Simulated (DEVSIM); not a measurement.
Device: abrupt Si n-p junction, at 250 K.

| layer (left to right) | material | thickness (μm) | Nd (cm⁻³) | Na (cm⁻³) | τn (s) | τp (s) |
|---|---|---|---|---|---|---|
| 1 | Si | 0.660 | 1.9e16 | - | 4.6e-5 | 4.6e-5 |
| 2 | Si | 47.0 | - | 2.6e16 | 4.6e-5 | 4.6e-5 |

Left contact: ohmic. Right contact: ohmic. Voltage is applied to the left contact. Recombination: SRH at mid-gap, radiative. Mobility is μmin + (μ − μmin)/(1 + (N/Nref)^α).

This is a model device: material constants are rounded textbook-type values typed into the input, and sizes, dopings and lifetimes were drawn at random. Values at 300 K; Nc and Nv go as T^1.5, mobilities as T to minus their exponent, the gap by Varshni's rule with the affinity fixed.

```tsv
parameter	Si
gap (eV)	1.124
affinity (eV)	4.05
permittivity	11.7
Nc (cm⁻³)	2.86e19
Nv (cm⁻³)	3.1e19
μn (cm²/Vs)	1417
μp (cm²/Vs)	470
μn,min	52
μp,min	45
Nref,n	9.7e16
Nref,p	2.2e17
αn	0.68
αp	0.72
T exponent of μn	2.3
T exponent of μp	2.2
B (cm³/s)	4.7e-15
Varshni α (eV/K)	0.000473
Varshni β (K)	636
```

Model (solved in DEVSIM): 1D drift-diffusion, Boltzmann statistics, complete ionisation; no tunnelling, impact ionisation, image-force lowering or self-heating.

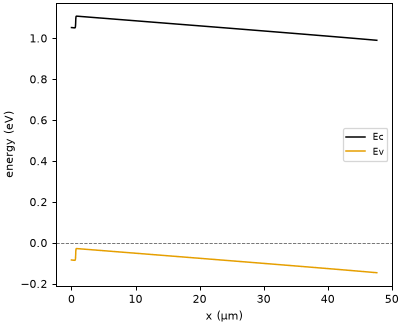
Fig. 1. Band edges at -0.9 V on the left contact

Energies count from the Fermi level of the right contact; mesh points crowd at the junctions.

| x (μm) | Ec (eV) | Ev (eV) | n (cm⁻³) | p (cm⁻³) | field (V/cm) |
|---|---|---|---|---|---|
| 0.000 | 1.052 | -0.084 | 1.9e16 | < 1e2 | -36 |
| 0.03145 | 1.052 | -0.084 | 1.9e16 | 9.5e13 | -36 |
| 0.1010 | 1.051 | -0.085 | 1.9e16 | 3.0e14 | -35 |
| 0.2444 | 1.051 | -0.085 | 2.0e16 | 7.3e14 | -34 |
| 0.5188 | 1.050 | -0.086 | 2.0e16 | 1.5e15 | 21 |
| 0.6104 | 1.055 | -0.081 | 1.7e16 | 2.2e15 | 1900 |
| 0.6518 | 1.073 | -0.063 | 7.1e15 | 5.3e15 | 8200 |
| 0.6881 | 1.099 | -0.037 | 2.1e15 | 1.8e16 | 3700 |
| 0.7587 | 1.107 | -0.029 | 1.4e15 | 2.7e16 | 140 |
| 0.9250 | 1.107 | -0.029 | 1.4e15 | 2.7e16 | -25 |
| 1.317 | 1.106 | -0.030 | 1.4e15 | 2.7e16 | -25 |
| 2.683 | 1.103 | -0.033 | 1.4e15 | 2.7e16 | -25 |
| 5.456 | 1.096 | -0.040 | 1.4e15 | 2.7e16 | -25 |
| 11.98 | 1.080 | -0.056 | 1.4e15 | 2.7e16 | -25 |
| 32.04 | 1.030 | -0.106 | 1.2e15 | 2.7e16 | -25 |
| 40.76 | 1.008 | -0.128 | 7.5e14 | 2.7e16 | -26 |
| 44.74 | 0.997 | -0.139 | 4.0e14 | 2.6e16 | -27 |
| 46.44 | 0.993 | -0.143 | 1.8e14 | 2.6e16 | -27 |
| 47.28 | 0.990 | -0.146 | 5.9e13 | 2.6e16 | -27 |
| 47.52 | 0.990 | -0.146 | 2.3e13 | 2.6e16 | -27 |
| 47.61 | 0.990 | -0.147 | 8.2e12 | 2.6e16 | -27 |
| 47.66 | 0.989 | -0.147 | < 1e2 | 2.6e16 | -27 |
